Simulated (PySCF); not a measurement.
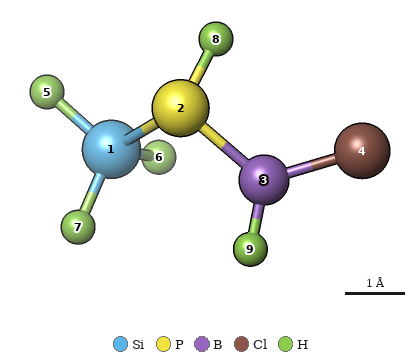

**Figure 1.** The input geometry (ball-and-stick view, seen at a tilt; atoms are numbered from 1 in the order of the input).

**Core-level calculation of BSiPH5Cl**

System: BSiPH5Cl, SMILES [SiH3]PBCl.
Method: delta-SCF UKS B3LYP, pcX-2 on the ionised atom, pcseg-1 elsewhere, spin-free X2C (PySCF 2.14.0).

The run did not end well. Figures and captions count atoms from 1; the log counts them from 0 in places.

**Input file**
```
{"job": {"kind": "xps", "xc": "B3LYP"}, "charge": 0, "multiplicity": 1}
Si    -1.037118     0.112060    -0.268869
P      0.834202     1.345935    -0.030802
B      2.017828    -0.014493     0.509714
Cl     3.586135    -0.244706    -0.230690
H     -2.080380     0.977895    -0.892347
H     -0.854681    -1.111201    -1.106164
H     -1.456452    -0.285094     1.106327
H      1.213672     1.534667    -1.389607
H      1.739137    -0.703141     1.459941
```

The first line tells a small driver script what to run in PySCF; the rest is the geometry in Å.

Command:
```bash
OMP_NUM_THREADS=1 python <driver script> task.json out
```

**Output**
```
ground state, core basis on atom 0 (Si), 135 functions
  cycle   1  E = -1121.57847130  |g| = 1.93e-01
  cycle   2  E = -1121.57959342  |g| = 1.93e-01
  cycle   3  E = -1121.59055239  |g| = 3.13e-02
  cycle   4  E = -1121.59080528  |g| = 1.65e-02
  cycle   5  E = -1121.59090069  |g| = 2.45e-03
  cycle   6  E = -1121.59090328  |g| = 8.07e-04
  cycle   7  E = -1121.59090415  |g| = 1.49e-04
  E(ground) = -1121.59079735 Eh
hole in Si 1s of atom 0
  cycle   1  E = -1052.68127468  |g| = 4.39e+00
  cycle   2  E = -1052.83593169  |g| = 2.08e+00
  cycle   3  E = -1053.43389890  |g| = 7.03e-01
[... 6 cycles left out ...]
  E(ion) = -1053.77009032 Eh   <S^2> = 0.7520   hole on atom = 1.000   binding energy = 1845.495 eV
hole in Si 2p of atom 0
[... 8 cycles left out ...]
  E(ion) = -1117.64816099 Eh   <S^2> = 0.7532   hole on atom = 1.002   binding energy = 107.285 eV
  2p3/2 = 107.052 eV   2p1/2 = 107.671 eV
ground state, core basis on atom 1 (P), 135 functions
[... 6 cycles left out ...]
  E(ground) = -1121.61981204 Eh
hole in P 1s of atom 1
[... 9 cycles left out ...]
  E(ion) = -1042.68609253 Eh   <S^2> = 0.7517   hole on atom = 1.000   binding energy = 2147.896 eV
hole in P 2p of atom 1
[... 8 cycles left out ...]
  E(ion) = -1116.61329414 Eh   <S^2> = 0.7525   hole on atom = 1.002   binding energy = 136.234 eV
  2p3/2 = 135.989 eV   2p1/2 = 136.872 eV
ground state, core basis on atom 2 (B), 124 functions
[... 5 cycles left out ...]
  E(ground) = -1121.52042315 Eh
hole in B 1s of atom 2
[... 28 cycles left out ...]
  E(ion) = -1114.28247753 Eh   <S^2> = 0.8002   hole on atom = 0.864   binding energy = 196.955 eV
ground state, core basis on atom 3 (Cl), 135 functions
[... 6 cycles left out ...]
  E(ground) = -1121.71087355 Eh
hole in Cl 1s of atom 3
[... 9 cycles left out ...]
  cycle  10  E = -1017.84338624  |g| = 9.43e-05
  E(ion) = -1017.84322380 Eh   <S^2> = 0.7512   hole on atom = 1.000   binding energy = 2826.383 eV
hole in Cl 2p of atom 3
  cycle   1  E = -1113.65862928  |g| = 1.66e+00
  cycle   2  E = -1113.58642568  |g| = 1.28e+00
  cycle   3  E = -1114.03317716  |g| = 3.34e-01
  cycle   4  E = -1114.09753932  |g| = 1.87e-01
  cycle   5  E = -1114.12277335  |g| = 4.54e-02
  cycle   6  E = -1114.12385278  |g| = 9.83e-03
  cycle   7  E = -1114.12391696  |g| = 1.65e-03
  cycle   8  E = -1114.12391808  |g| = 6.24e-04
  cycle   9  E = -1114.12391823  |g| = 1.56e-04
  E(ion) = -1114.12375368 Eh   <S^2> = 0.7519   hole on atom = 1.001   binding energy = 206.456 eV
  2p3/2 = 205.821 eV   2p1/2 = 207.471 eV
```

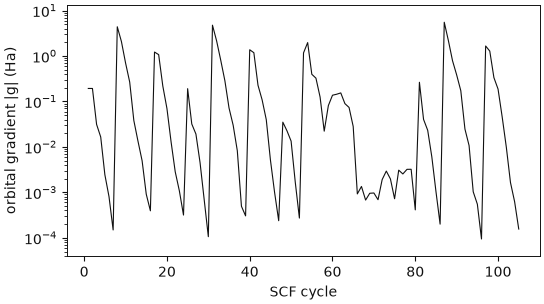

**Figure 2.** Convergence of the self-consistent field: orbital gradient |g| against the SCF cycle. All cycles printed in the log are drawn one after another.

**What the run reported**

```csv
quantity,value
outcome,not converged
hardware,"1 CPU thread, shared host"
wall time,38 s
peak memory,0.5 GiB
```

The run did not converge. At least one of its steps failed, so the values that rest on that step are not results. Checks after the run noted: B1s on atom 2: not converged or hole moved.
